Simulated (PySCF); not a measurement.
```yaml
atoms:
  - { symbol: N, position_ang: [-2.4334, 0.6629, 0.0529] }
  - { symbol: C, position_ang: [-1.5506, -0.4509, -0.2561] }
  - { symbol: C, position_ang: [-0.1139, -0.0439, -0.4164] }
  - { symbol: C, position_ang: [0.8820, -0.5014, 0.3242] }
  - { symbol: C, position_ang: [2.3035, -0.0476, 0.1920] }
  - { symbol: F, position_ang: [2.7619, 0.4427, 1.3773] }
  - { symbol: F, position_ang: [2.4454, 0.9546, -0.7077] }
  - { symbol: H, position_ang: [-2.3951, 1.3621, -0.6814] }
  - { symbol: H, position_ang: [-2.1463, 1.1075, 0.9185] }
  - { symbol: H, position_ang: [-1.6483, -1.1893, 0.5433] }
  - { symbol: H, position_ang: [-1.9048, -0.9018, -1.1891] }
  - { symbol: H, position_ang: [0.0766, 0.7082, -1.1724] }
  - { symbol: H, position_ang: [0.7337, -1.2420, 1.0967] }
  - { symbol: H, position_ang: [2.9886, -0.8613, -0.1040] }
```

Geometry: GFN2-xTB.

The calculation used PBE0/pcSseg-1, SCF density, gas phase, non-relativistic (PySCF).

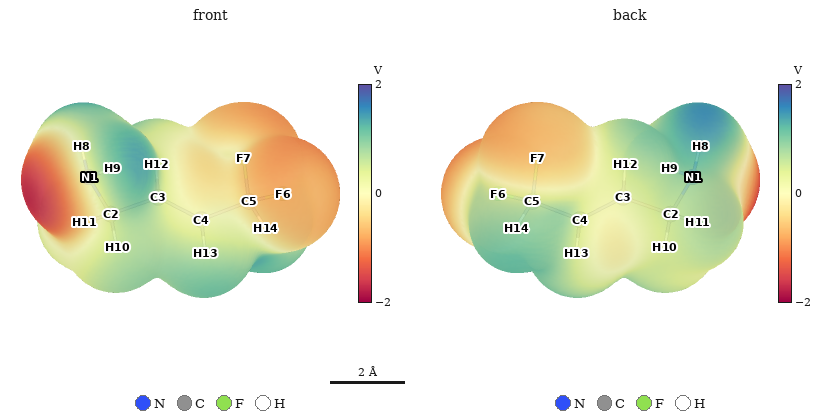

C4H7F2N (SMILES NC/C=C/C(F)F). The electrostatic potential painted on the density surface at 0.002 e/bohr³, seen from the front and from behind; the colour scale runs from red (negative) to blue (positive).

Where is the surface potential most negative and most positive?

Answer. The most negative region (about −1.7 V) lies over N1, the most positive (about +1.5 V) over H8. N1 is the likeliest acceptor of a hydrogen bond.

How polar is the molecule by this calculation?

Answer. Its dipole moment is 1.35 D.
